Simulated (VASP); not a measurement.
Band structure of MgO (space group P6_3/mmc). All values below come from PBEsol GGA, VASP's PBE PAW potentials (set 64) (plane waves; VASP).

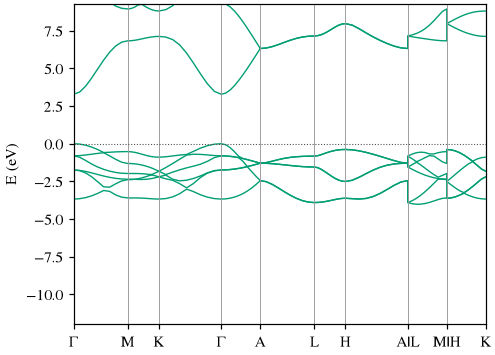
Bands along high-symmetry lines, zero at the valence-band maximum or, without a gap, the Fermi level

### Question
Read the plot: is there a gap, and where are the band edges?

### Answer
The gap is direct, 3.28 eV, from the valence maximum at Γ to the conduction minimum at Γ. (Edges off the drawn lines would not show.)

The structure comes from a computed database's MgO entry (P6_3/mmc); how it stands against other phases isn't given here. It was relaxed first.
